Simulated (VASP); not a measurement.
Input:

```
CELL_PARAMETERS angstrom
      0.00000     2.86803     2.86803
      2.86803     0.00000     2.86803
      2.86803     2.86803     0.00000
ATOMIC_POSITIONS crystal
  Zn 0.00000 0.00000 0.00000
  Se 0.25000 0.25000 0.25000
```

All values below come from PW91 GGA, VASP's PBE PAW potentials (set 64) (plane waves; VASP 6.6.1). Numerical set-up: 520 eV cut-off, 9×9×9 Γ-centred mesh, tetrahedra with Blöchl corrections, potentials Zn Se.

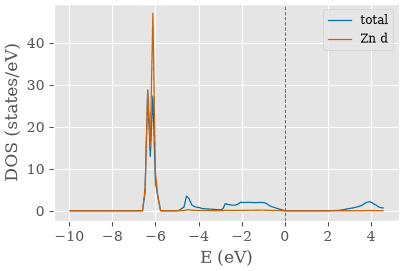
*Total and projected density of states, zero at the valence-band maximum*

Within 2 eV below the valence-band maximum the largest weight inside VASP's projection spheres is Se p.

The gap is direct, 1.14 eV, from the valence maximum at Γ to the conduction minimum at Γ.

The compound is ZnSe in the zinc blende structure. It was relaxed first.
